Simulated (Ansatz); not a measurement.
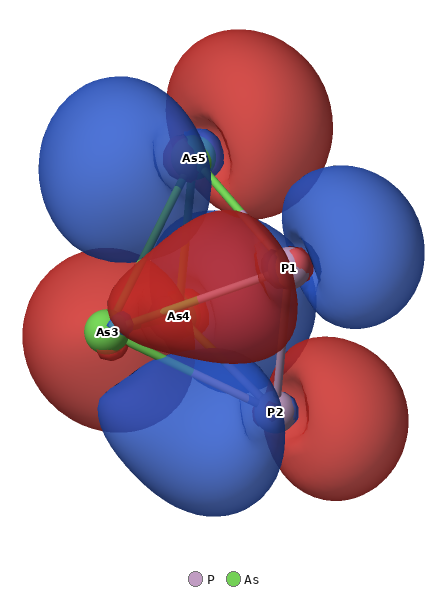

As₃P₂ (charge +1). The LUMO at ±0.08 Å⁻³ᐟ² (red and blue are the two phases), seen at an oblique angle.

Geometry: PBE-D4/def2-SVP.

Theory: Ansatz, RKS PBE0-D4/def2-TZVP.

Input file:

```
crystal:
  periodic: [false, false, false]
  atoms:
    - {symbol: P, position_ang: [0.130890, -1.297369, 1.007848]}
    - {symbol: P, position_ang: [-1.471328, -0.628933, -0.390832]}
    - {symbol: As, position_ang: [-0.400131, 1.094323, 0.981038]}
    - {symbol: As, position_ang: [-0.012575, 0.783850, -1.570149]}
    - {symbol: As, position_ang: [1.753153, 0.048129, -0.027906]}
basis:
  gaussian: {orbitals: def2-TZVP, initial_orbitals: start.molden}
total_charge: 1
hamiltonian: {xc: pbe0, dispersion: d4}
scf: {omitted_lower_state_checks: [starts]}
output: {orbitals: {seedname: orbitals}}
```

Command:

```sh
ansatz run in.yaml --threads 4 --pin off --events-out ev --progress --plain --max-ram 8704MiB
```

Describe this orbital and give its energy.

By Hirshfeld shares it lies mainly on As4 (about 30 %), As5 (about 30 %), P2 (about 20 %), P1 (about 20 %) and As3 (about 10 %). Its energy is −7.84 eV.
